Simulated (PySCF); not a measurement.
# C₃H₄N₂OSi: electronic excitations and core binding energies

Aim: predict the electronic excitations and core binding energies of C₃H₄N₂OSi (`N#C/C(C=O)=N\[SiH3]`).

Programs: PySCF 2.14.0, with density-fitted response routines of our own. Each step states its level of theory. These are calculated values for one molecule in the gas phase, unless marked as measured. Atoms are numbered from 0 throughout.

### Step 1. The molecule as given

11 atoms, charge 0, multiplicity 1; geometry from: GFN2-xTB.

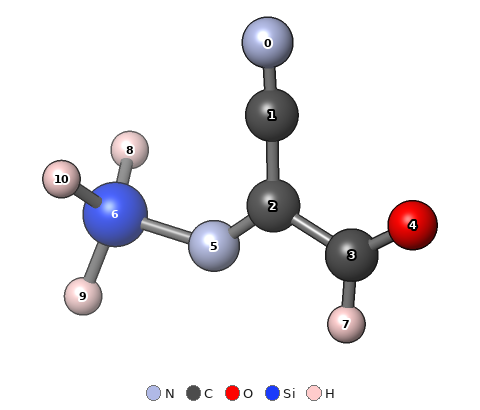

The starting geometry (nitrogen light blue, carbon dark grey, oxygen red, silicon blue, hydrogen pink), atoms numbered.

### Step 2. TDDFT and polarisability: CAM-B3LYP/def2-SVPD

The job: settings as JSON, then the geometry in Å.

```
{"job": {"kind": "uv", "xc": "CAM-B3LYP", "basis": "def2-SVPD", "nstates": 8, "ntriplets": 3}, "charge": 0, "multiplicity": 1}
N      0.359021     0.909388    -2.534025
C      0.558117     0.541107    -1.467713
C      0.742057     0.075072    -0.127170
C      2.156463    -0.041481     0.368921
O      3.135671     0.222313    -0.266305
N     -0.194252    -0.240133     0.656071
Si    -1.925405    -0.255400     0.495020
H      2.187808    -0.407640     1.410784
H     -2.297474    -1.164583    -0.586122
H     -2.325317    -0.736035     1.811445
H     -2.391263     1.100062     0.213131
```

Method: TDDFT CAM-B3LYP/def2-SVPD, vertical, gas phase, core orbitals frozen in the response.

Started as:

```sh
OMP_NUM_THREADS=1 python probes_run.py task.json out
```

This one command runs all jobs of the session in turn.

**Question.** This job is followed by: delta-SCF UKS SCAN, pcX-2 on the ionised atom, pcseg-1 elsewhere, spin-free X2C. Predict these results of the whole session: lowest singlet (CAM-B3LYP/def2-SVPD); brightest single state of those computed; lowest triplet; surface potential, least and greatest; N1s binding energies, SCAN/pcX-2; C1s binding energies, SCAN/pcX-2 (standing for 2 of 3 atoms); Si1s binding energies, SCAN/pcX-2; Si2p binding energies, SCAN/pcX-2.

**Answer**, as computed:

| quantity | value |
| --- | --- |
| lowest singlet (CAM-B3LYP/def2-SVPD) | 2.89 eV (428 nm), f = 0.000 |
| brightest single state of those computed | state 4, 5.86 eV, f = 0.273 |
| lowest triplet | 2.32 eV |
| surface potential, least and greatest | -1.34 V and 1.69 V |
| N1s binding energies, SCAN/pcX-2 | N0 405.83, N5 405.31 eV |
| C1s binding energies, SCAN/pcX-2 (standing for 2 of 3 atoms) | C2 293.80, C1 292.83 eV |
| Si1s binding energies, SCAN/pcX-2 | Si6 1847.52 eV |
| Si2p binding energies, SCAN/pcX-2 | Si6 107.94 eV |

What this shows: The lowest singlet, at 2.89 eV, is HOMO→LUMO 0.95 and is dark; of the 8 states computed, the strongest absorption comes from state 4 at 5.86 eV. The lowest triplet lies 0.58 eV below the lowest singlet (triplets in Tamm-Dancoff, singlets in full TDDFT). At CAM-B3LYP/def2-SVPD, counted by nearest atom on the grid, the HOMO lies on N5 37 %; O4 28 %, the LUMO on N5 30 %; C2 22 %. The N1s levels kept as sound span 0.52 eV, from N5 (imine nitrogen) up to N0 (nitrile nitrogen). C2 (C=N carbon) binds its C1s electron 0.98 eV more tightly than C1 (nitrile carbon). Only 2 of the 3 C atoms are covered by sound results.
